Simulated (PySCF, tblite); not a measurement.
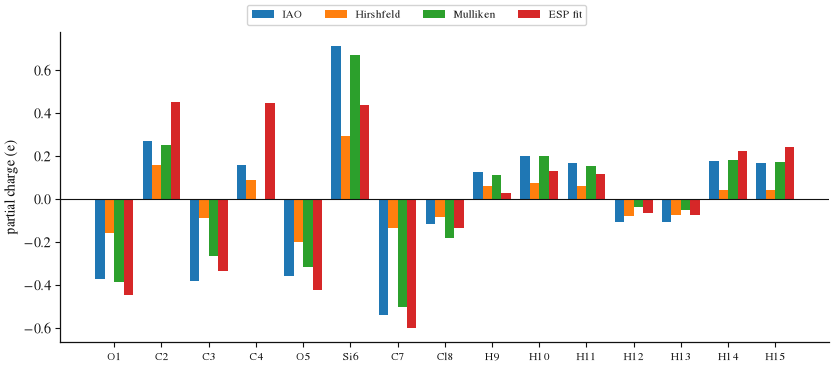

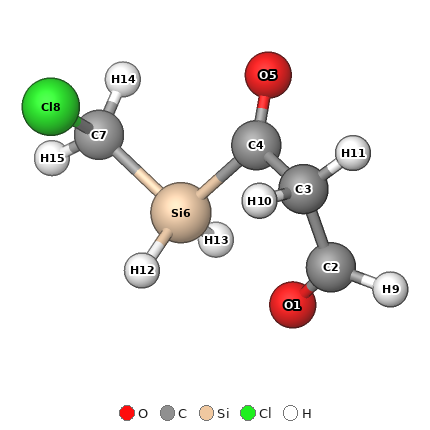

Atomic charges of C₄H₇ClO₂Si, SMILES O=CCC(=O)[SiH2]CCl by 4 schemes, PBE0/pcSseg-1 with PySCF 2.14.0, at a GFN2-xTB geometry (a minimum by its frequencies).

Q: Which atom is the most negative in each scheme?

A: IAO: C7 (−0.54 e); Hirshfeld: O5 (−0.20 e); Mulliken: C7 (−0.50 e); ESP fit: C7 (−0.60 e).

Q: On which atom do the schemes disagree most?

A: On C4 and C7 alike; for C7: IAO −0.54, Hirshfeld −0.14, Mulliken −0.50, ESP fit −0.60 e.

Caveats: the tight-binding geometry is rougher than a DFT one and adds to the error; one conformer of a flexible molecule.
